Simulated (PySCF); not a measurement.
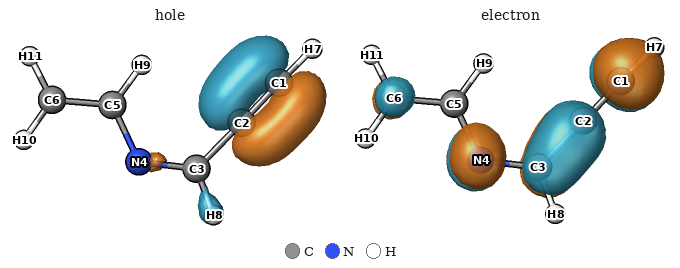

Figure. C5H5N, SMILES `C#C/C=N\C=C`. Leading natural transition orbital pair of S₂ (TDA singlet states); the surfaces enclose about 70 % of each orbital's density.

Method: LC-wPBE/cc-pVDZ; geometry: GFN2-xTB; program: PySCF. No frequency check shows the geometry to be a minimum. Without diffuse functions Rydberg states are missing, so the states' numbers hold for this basis only.

> Give its energy and the atoms that hole and electron lie on.

5.49 eV (226 nm), f = 0.000 (dark); the leading pair carries 99 %; hole on C1 (45 %) and C2 (39 %), electron on C1 (28 %), C2 (19 %) and C3 (18 %); their centroids lie 1.0 Å apart. In canonical orbitals it is mainly HOMO−2 → LUMO (87 %). The HOMO–LUMO gap is 9.91 eV.
